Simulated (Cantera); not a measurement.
A closed system holds: 1 mol CH3Cl, 1 mol Si, 4.3 mol H2, equilibrated at 3.10 mbar.

Method: chemical equilibrium by Gibbs-energy minimisation in Cantera with the NASA 1993 tables (ideal gas, pure condensed phases). Candidate condensed phases: C, C6H6, C7H8, C8H18, Si, SiC; 109 gas species. The tables' values for SiCl are old estimates; treat these amounts as uncertain. Gases not in the tables: Si2H6 and higher silanes. Rates play no part.

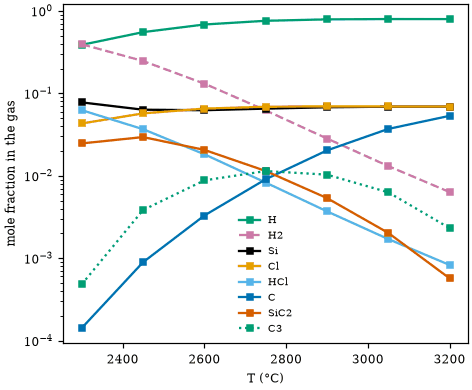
Fig. 1. Equilibrium gas composition (values under 1e-9 drawn at 1e-9)

Q: Read off the mole fractions at 2750 °C.

A: H about 0.76, Cl about 0.069, Si about 0.065, H2 about 0.062, SiC2 about 0.011, C3 about 0.011, C about 0.0091, HCl about 0.0083.
